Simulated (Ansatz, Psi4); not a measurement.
# Predicting a hybrid from its neighbours: BH3O3 (boric acid)

BH3O3: 7 atoms, total charge 0, spin state singlet. SMILES: `OB(O)O`. The shape is that of a PBE0-D4/def2-TZVP optimisation. This is a higher conformer, about 20 kJ/mol above the lowest found by a separate search.

The HOMO–LUMO gap y, in eV, basis def2-SVPD; a is the functional's share of exact exchange. Programs: Ansatz 0.2.0, Psi4 1.11.

| functional | program | a | y (eV) |
| --- | --- | --- | --- |
| BLYP | Ansatz | 0 | 6.30 |
| PBE | Ansatz | 0 | 6.45 |
| TPSSh | Psi4 | 0.1 | 7.65 |
| B3LYP | Ansatz | 0.2 | 8.27 |
| r2SCAN0 | Ansatz | 0.25 | ? |
| PBE0 | Ansatz | 0.25 | 8.89 |
| BHLYP | Ansatz | 0.5 | 11.00 |

Question: Fit y = c + s·a to the known rows and predict r2SCAN0.

Answer: 
1. Means of the 6 rows: a = 0.1750, y = 8.093.
2. Σ(Δa)² = 0.17875, Σ(Δa·Δy) = 1.6435, so the slope is 1.6435/0.17875 = 9.1944.
3. Intercept: 8.093 − (9.1944) × 0.1750 = 6.484. The largest residual of the fit is 0.25.
4. r2SCAN0: 6.484 + (9.1944) × 0.25 = 8.78 eV.

The run gave 9.63 eV, so the prediction is off by -0.85 eV, more than the largest residual. Exact exchange lowers occupied levels and raises empty ones. The rows mix families of semi-local functionals, which the line can't see.

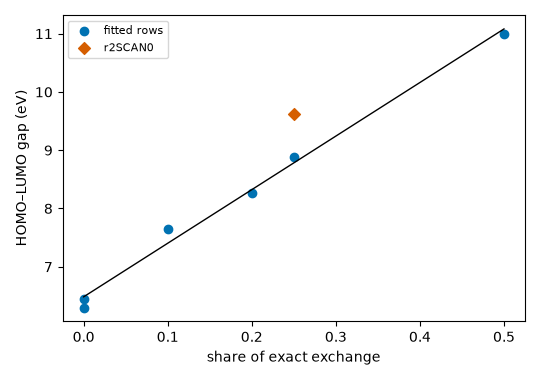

The fitted line, with the withheld row.
